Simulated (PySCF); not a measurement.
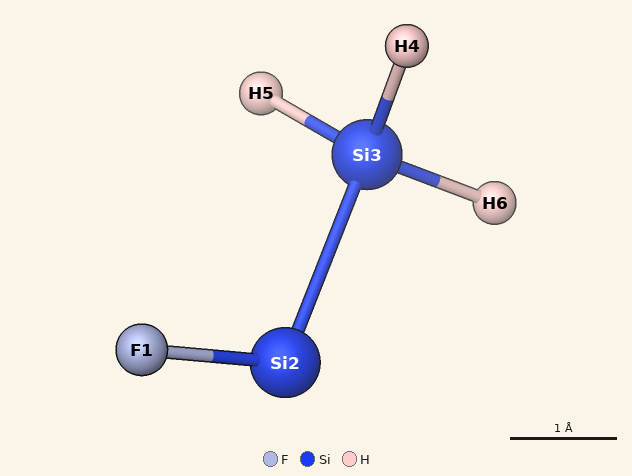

Orthographic view. Atoms fade into the background with distance from the viewer. State: neutral, triplet. The computed structure is the end point of a PBE0-D3(BJ)/def2-SVP optimisation. No frequency run is at hand to confirm it as a minimum.

Write a Z-matrix (Å, degrees) in the order of the atom numbers, with these reference atoms: 2 to 1; 3 to 2, 1; 4 to 3, 2, 1; 5 to 3, 4, 2; 6 to 3, 5, 4.

```
F  
Si   1   1.640
Si   2   2.341   1   116.7
H    3   1.495   2   111.9   1    62.2
H    3   1.495   4   109.3   2   124.6
H    3   1.493   5   110.3   4  -121.5
```

The spin state was imposed, and no run here compares it with a lower spin, which may lie lower.
